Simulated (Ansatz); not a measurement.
# BH₂− (singlet): correlated methods under varied settings at distance B1–H2 = 1.978 Å

What do other methods and options give for BH₂− (singlet) at this geometry, and how long do they take?

Computed with Ansatz 0.2.0, Gaussian basis. Level: the settings change from run to run.

16 further runs of the same task are left out: 2 for a known fault of the program, 13 that didn't finish, 1 set aside as unsound or not needed.

### Step 1. The system

The geometry derives from a PBE0/def2-TZVPD stationary point (not a proven minimum). One bond is set to the value named and the two fragments are kept rigid.

3 atoms, charge -1, spin multiplicity 1.

Atoms are counted from 1 here; the program's logs count them from 0.

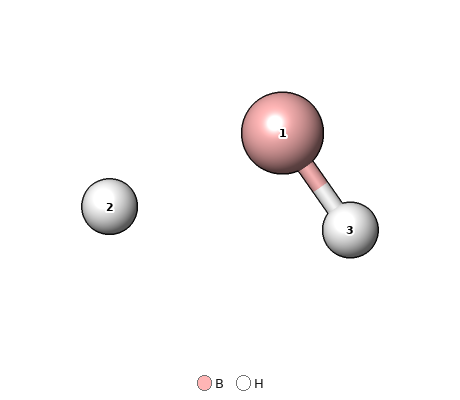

The structure; boron pink, hydrogen white; atoms are numbered from 1 in the order of the file.

### Step 2. BCCD on RHF/6-31G*

The input, in.yaml:

```yaml
crystal:
  periodic: [false, false, false]
  atoms:
    - {symbol: B, position_ang: [0.000000, -0.159519, 0.044628]}
    - {symbol: H, position_ang: [0.000000, 1.085507, -1.492380]}
    - {symbol: H, position_ang: [0.000000, 0.625463, 1.013704]}
basis:
  gaussian: {orbitals: "6-31G*", point_charges: [{charge: -1.00, position_ang: [2.712, 0.317, 0.506]}]}
total_charge: -1
magnetization: {spin_polarized: false}
correlation: {method: bccd, electrons: outside_noble_gas}
accuracy: high
output: {forces: true}
```

On the command line:

```console
$ ansatz run in.yaml --threads 1 --pin off --events-out ev --progress --plain --max-ram 2393MiB
```

Log (excerpt; [...] marks lines left out):

```text
Functional definition: HF
  name "HF"
  cite "Fock, Z. Phys. 61, 126 (1930) doi:10.1007/BF01340294"
  parent pbe
[...]
346 factors; integrals over basis functions are off by at most 3.3e-9 eV
[...]
mean field -693.38948262 eV, -25.4815934899 hartree, gradient 7.6e-8 eV, S^2 0.000000; 0 other end points of the search recorded, 0 dependent functions left out; unrestricted orbitals would lower it
1 core orbitals not correlated: weight in the atoms' cores, before any rotation towards them, 1.000 or more for the frozen orbitals, at most 0.000 for the correlated occupied ones
reference -693.38948262 eV, -25.4815934899 hartree; 3, 3 occupied and 15, 15 virtual orbitals, 346 factors
second order -1.90154418 eV of doubles, -0.00000000 eV of singles
cycle   1  -2.33090334 eV  change   -4.3e-1 eV  update   7.3e-2
[...]
cycle  27  -2.60656228 eV  change   2.4e-10 eV  update  1.6e-10
[...]
Total energy: -695.99604490 eV, -25.5773828870 hartree
Atom 0 at     0.000000    -0.159519     0.044628 Å, force    -0.297005     0.052674    -1.406770 eV/Å
Atom 1 at     0.000000     1.085507    -1.492380 Å, force    -0.270316    -0.659040     1.273131 eV/Å
Atom 2 at     0.000000     0.625463     1.013704 Å, force    -0.056087     0.637158    -0.105575 eV/Å
Dipole moment:     0.243472     0.012854     0.590814 e Å
```

Run time: 0.36 s. Hardware: 1 thread of Arm Neoverse V1, shared host.

From the report: correlation -2.6066 eV; largest double amplitude 0.11.

### Step 3. CCSDT on RHF/STO-3G

The input, in.yaml:

```yaml
crystal:
  periodic: [false, false, false]
  atoms:
    - {symbol: B, position_ang: [0.000000, -0.159519, 0.044628]}
    - {symbol: H, position_ang: [0.000000, 1.085507, -1.492380]}
    - {symbol: H, position_ang: [0.000000, 0.625463, 1.013704]}
basis:
  gaussian: {orbitals: STO-3G}
total_charge: -1
magnetization: {spin_polarized: false}
correlation: {method: ccsdt, electrons: outside_noble_gas}
output: {forces: true}
```

Launched as before.

Log (excerpt; [...] marks lines left out):

```text
Functional definition: HF
  name "HF"
  cite "Fock, Z. Phys. 61, 126 (1930) doi:10.1007/BF01340294"
  parent pbe
[...]
92 factors; integrals over basis functions are off by at most 1.7e-8 eV
[...]
mean field -681.73354498 eV, -25.0532456825 hartree, gradient 1.7e-6 eV, S^2 0.000000; 0 other end points of the search recorded, 0 dependent functions left out; unrestricted orbitals would lower it
1 core orbitals not correlated: weight in the atoms' cores, before any rotation towards them, 1.000 or more for the frozen orbitals, at most 0.000 for the correlated occupied ones
reference -681.73354498 eV, -25.0532456825 hartree; 3, 3 occupied and 3, 3 virtual orbitals, 92 factors
second order -1.18010970 eV of doubles, -0.00000000 eV of singles
cycle   1  -1.57536301 eV  change   -4.0e-1 eV  update   8.5e-2
[...]
cycle  14  -2.01746911 eV  change    1.0e-7 eV  update   1.5e-7
[...]
Total energy: -683.75101409 eV, -25.1273863049 hartree
Atom 0 at     0.000000    -0.159519     0.044628 Å, force     0.000000     1.041049    -2.968534 eV/Å
Atom 1 at     0.000000     1.085507    -1.492380 Å, force     0.000000    -1.904890     3.118641 eV/Å
Atom 2 at     0.000000     0.625463     1.013704 Å, force    -0.000000     0.863841    -0.150107 eV/Å
Dipole moment:    -0.000000    -0.035432     0.383405 e Å
```

Run time: 0.21 s. Hardware: 1 thread of Arm Neoverse V1, shared host.

From the report: correlation -2.0175 eV; T1 0.028; largest double amplitude 0.17.

### Step 4. MP2 on RHF/6-31++G**

in.yaml: that of step 3 with these lines changed.

```diff
@@ -7,6 +7,6 @@
 basis:
-  gaussian: {orbitals: STO-3G}
+  gaussian: {orbitals: "6-31++G**"}
 total_charge: -1
 magnetization: {spin_polarized: false}
-correlation: {method: ccsdt, electrons: outside_noble_gas}
-output: {forces: true}
+correlation: {method: mp2, electrons: valence}
+scf: {lower_state_search: light}
```

The command is unchanged.

Log:

```text
Functional definition: HF
  name "HF"
  cite "Fock, Z. Phys. 61, 126 (1930) doi:10.1007/BF01340294"
  parent pbe
  exchange = exact_x
  correlation = 0
277 factors; integrals over basis functions are off by at most 9.7e-4 eV
mean field evaluation 1: about -696.9557 eV, gradient 1.3e1 eV
mean field evaluation 2: about -696.9561 eV, gradient 1.3e1 eV
mean field evaluation 4: about -698.1861 eV, gradient 1.7e0 eV
mean field evaluation 8: about -698.2363 eV, gradient 1.3e-3 eV
mean field evaluation 16: about -694.0109 eV, gradient 1.6e-1 eV
mean field -698.23626268 eV, -25.6597093721 hartree, gradient 8.9e-7 eV, S^2 0.000000; 2 other end points of the search recorded, 0 dependent functions left out; unrestricted orbitals would lower it
1 core orbitals not correlated: weight in the atoms' cores, before any rotation towards them, 1.000 or more for the frozen orbitals, at most 0.000 for the correlated occupied ones
reference -698.23626268 eV, -25.6597093721 hartree; 3, 3 occupied and 27, 27 virtual orbitals, 277 factors
second order -2.44736813 eV of doubles, -0.00000000 eV of singles
Total energy: -700.68363082 eV, -25.7496484922 hartree
```

Wall time 0.12 s (1 thread of Arm Neoverse V1, shared host).

### Step 5. CCSD(T) on RHF/6-31++G**

in.yaml: that of step 4 with these lines changed.

```diff
@@ -10,3 +10,3 @@
 magnetization: {spin_polarized: false}
-correlation: {method: mp2, electrons: valence}
-scf: {lower_state_search: light}
+correlation: {method: ccsd_t, electrons: valence}
+output: {forces: true}
```

Same command.

Log (excerpt; [...] marks lines left out):

```text
Functional definition: HF
  name "HF"
  cite "Fock, Z. Phys. 61, 126 (1930) doi:10.1007/BF01340294"
  parent pbe
[...]
277 factors; integrals over basis functions are off by at most 9.7e-4 eV
[...]
mean field -698.23626268 eV, -25.6597093721 hartree, gradient 8.9e-7 eV, S^2 0.000000; 2 other end points of the search recorded, 0 dependent functions left out; unrestricted orbitals would lower it
1 core orbitals not correlated: weight in the atoms' cores, before any rotation towards them, 1.000 or more for the frozen orbitals, at most 0.000 for the correlated occupied ones
reference -698.23626268 eV, -25.6597093721 hartree; 3, 3 occupied and 27, 27 virtual orbitals, 277 factors
second order -2.44736813 eV of doubles, -0.00000000 eV of singles
cycle   1  -2.89261334 eV  change   -4.5e-1 eV  update   7.5e-2
[...]
cycle  13  -3.19082065 eV  change    1.9e-6 eV  update   1.1e-6
perturbative correction -0.10751975 eV, -0.0039512778 hartree
[...]
Total energy: -701.53460308 eV, -25.7809211460 hartree
Atom 0 at     0.000000    -0.159519     0.044628 Å, force     0.000000     0.684862    -1.278917 eV/Å
Atom 1 at     0.000000     1.085507    -1.492380 Å, force    -0.000000    -0.957826     1.592852 eV/Å
Atom 2 at     0.000000     0.625463     1.013704 Å, force    -0.000000     0.272964    -0.313935 eV/Å
Dipole moment:     0.000000     0.155161     0.546619 e Å
```

It took 0.39 s on 1 thread of Arm Neoverse V1, shared host.

From the report: correlation -3.2983 eV; T1 0.025; largest double amplitude 0.09.

### Step 6. CCSDT on UHF/6-31++G**

The input, in.yaml:

```yaml
crystal:
  periodic: [false, false, false]
  atoms:
    - {symbol: B, position_ang: [0.000000, -0.159519, 0.044628]}
    - {symbol: H, position_ang: [0.000000, 1.085507, -1.492380]}
    - {symbol: H, position_ang: [0.000000, 0.625463, 1.013704]}
basis:
  gaussian: {orbitals: "6-31++G**", fitting: {mean_field: def2-universal-jkfit}}
total_charge: -1
magnetization: {spin_polarized: true, initial_magnetization: 0}
correlation: {method: ccsdt, electrons: all}
scf: {lower_state_search: light}
```

The command is unchanged.

Log (excerpt; [...] marks lines left out):

```text
Functional definition: HF
  name "HF"
  cite "Fock, Z. Phys. 61, 126 (1930) doi:10.1007/BF01340294"
  parent pbe
[...]
111 factors; integrals over basis functions are off by at most 4.3e-1 eV
[...]
mean field -698.42792079 eV, -25.6667526776 hartree, gradient 5.0e-6 eV, S^2 0.545488; 15 other end points of the search recorded, 0 dependent functions left out
determinant -698.42792079 eV, -25.6667526776 hartree, with singles and doubles -701.44707343 eV, -25.7777044906 hartree
determinant -697.55083549 eV, -25.6345203874 hartree, with singles and doubles -700.60191637 eV, -25.7466455417 hartree
determinant -696.35750802 eV, -25.5906664116 hartree, with singles and doubles -699.13526389 eV, -25.6927470569 hartree
determinant -695.57984523 eV, -25.5620878313 hartree, with singles and doubles -698.19565144 eV, -25.6582169366 hartree
determinant -695.29259080 eV, -25.5515314256 hartree, with singles and doubles -697.56053623 eV, -25.6348768828 hartree
determinant -695.06449861 eV, -25.5431491922 hartree, with singles and doubles -697.63044497 eV, -25.6374459819 hartree
determinant -695.05154186 eV, -25.5426730405 hartree, with singles and doubles -697.35463149 eV, -25.6273100232 hartree
determinant -698.23756975 eV, -25.6597574059 hartree, with singles and doubles -701.54198597 eV, -25.7811924623 hartree
reference -698.42792079 eV, -25.6667526776 hartree; 4, 4 occupied and 27, 27 virtual orbitals, 111 factors
second order -2.29239332 eV of doubles, -0.00000000 eV of singles
cycle   1  -2.70149895 eV  change   -4.1e-1 eV  update   7.6e-2
[...]
cycle  25  -3.25162713 eV  change   -4.7e-7 eV  update   4.7e-7
Total energy: -701.67954792 eV, -25.7862477706 hartree
```

Wall time 6.5 s (1 thread of Arm Neoverse V1, shared host).

From the report: ⟨S²⟩ of the determinant 0.545 (pure singlet: 0.00); correlation -3.2516 eV; T1 0.129; largest double amplitude 0.12. The determinant is far from a pure spin state, so its energy mixes those of several spin states (harmless only where they are near-degenerate, as at dissociation).

### Step 7. CCSDT on UHF/def2-SVPD

The input, in.yaml:

```yaml
crystal:
  periodic: [false, false, false]
  atoms:
    - {symbol: B, position_ang: [0.000000, -0.159519, 0.044628]}
    - {symbol: H, position_ang: [0.000000, 1.085507, -1.492380]}
    - {symbol: H, position_ang: [0.000000, 0.625463, 1.013704]}
basis:
  gaussian: {orbitals: def2-SVPD}
total_charge: -1
magnetization: {spin_polarized: true, initial_magnetization: 0}
correlation: {method: ccsdt, electrons: outside_noble_gas}
```

The command is unchanged.

Log (excerpt; [...] marks lines left out):

```text
Functional definition: HF
  name "HF"
  cite "Fock, Z. Phys. 61, 126 (1930) doi:10.1007/BF01340294"
  parent pbe
[...]
615 factors; integrals over basis functions are off by at most 1.9e-7 eV
[...]
mean field -697.69932240 eV, -25.6399771805 hartree, gradient 1.9e-6 eV, S^2 0.626603; 9 other end points of the search recorded, 0 dependent functions left out
determinant -697.69932240 eV, -25.6399771805 hartree, with singles and doubles -700.89790925 eV, -25.7575230791 hartree
determinant -696.80269520 eV, -25.6070267387 hartree, with singles and doubles -700.03424780 eV, -25.7257841066 hartree
determinant -695.29236796 eV, -25.5515232366 hartree, with singles and doubles -698.26579774 eV, -25.6607947655 hartree
determinant -694.58565381 eV, -25.5255519705 hartree, with singles and doubles -697.49138098 eV, -25.6323354744 hartree
determinant -697.40536879 eV, -25.6291745847 hartree, with singles and doubles -701.01525260 eV, -25.7618353677 hartree
1 core orbitals not correlated: weight in the atoms' cores, before any rotation towards them, 1.000 or more for the frozen orbitals, at most 0.000 for the correlated occupied ones
reference -697.69932240 eV, -25.6399771805 hartree; 3, 3 occupied and 32, 32 virtual orbitals, 615 factors
second order -2.37311233 eV of doubles, -0.00000000 eV of singles
cycle   1  -2.85981085 eV  change   -4.9e-1 eV  update   7.7e-2
[...]
cycle  31  -3.43291317 eV  change    2.4e-7 eV  update   1.3e-7
Total energy: -701.13223557 eV, -25.7661344126 hartree
```

Run time: 9.5 s. Hardware: 1 thread of Arm Neoverse V1, shared host.

From the report: ⟨S²⟩ of the determinant 0.627 (pure singlet: 0.00); correlation -3.4329 eV; T1 0.156; largest double amplitude 0.12. The determinant is far from a pure spin state, so its energy mixes those of several spin states (harmless only where they are near-degenerate, as at dissociation).

### Step 8. The runs in one table

Where basis and cores are those of an earlier FCI/6-31++G** run (-701.5660 eV), and the state is the same kind, the miss against it is given.

```
                                     level         correlated  functions  energy (eV)  from FCI (meV)    time
BCCD on RHF/6-31G* (beside a point charge)  outside noble gas         19    -695.9960                  0.36 s
                       CCSDT on RHF/STO-3G  outside noble gas          7    -683.7510                  0.21 s
                      MP2 on RHF/6-31++G**            valence         31    -700.6836           882.3  0.12 s
                  CCSD(T) on RHF/6-31++G**            valence         31    -701.5346            31.4  0.39 s
                    CCSDT on UHF/6-31++G**                all         31    -701.6795                   6.5 s
                    CCSDT on UHF/def2-SVPD  outside noble gas         36    -701.1322                   9.5 s
```

### Step 9. Summary of results

| quantity | value |
| --- | --- |
| runs | 6 |
| quickest | MP2 on RHF/6-31++G**, 0.12 s |
| slowest | CCSDT on UHF/def2-SVPD, 9.5 s |

Total energies in different bases, with other cores or another treatment of relativity can't be set against each other. CCSDT on UHF/def2-SVPD took 79 times as long as MP2 on RHF/6-31++G**; the jobs differ in more than the method. Among the correlated runs with a miss given, it spans +31 to +882 meV.
